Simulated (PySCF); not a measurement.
Molecule: Nb(F)5, F5Nb, SMILES [F][Nb]([F])([F])([F])[F]. Atoms near the plane z = 0.8 Å, at the PBE0/def2-SVP optimised geometry (x, y, z in Å): Nb1 (0.0, -0.9, 0.0), F2 (0.0, 0.9, 0.0), F3 (0.0, -1.8, 1.6), F5 (1.9, -0.9, 0.0), F6 (-1.9, -0.9, 0.0).

Level of theory: PySCF with PBE0/def2-TZVP, def2 effective core potentials past Kr. The core electrons that the potentials of Nb replace are not part of the density. The values are rescaled to run from 0 to 1.

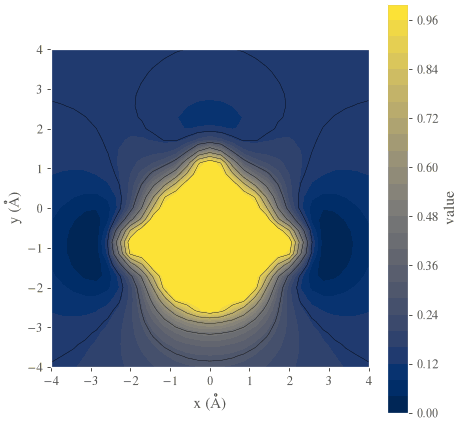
Fig. 1. a field on the plane z = 0.8 Å.

Question: Which quantity is mapped?
A. electron localisation function
B. electrostatic potential
C. Laplacian of the electron density
D. deformation density (molecule minus spherical neutral atoms)

Answer: B, electrostatic potential. In full: electrostatic potential (hartree/e), clipped to [-0.08, 0.12].
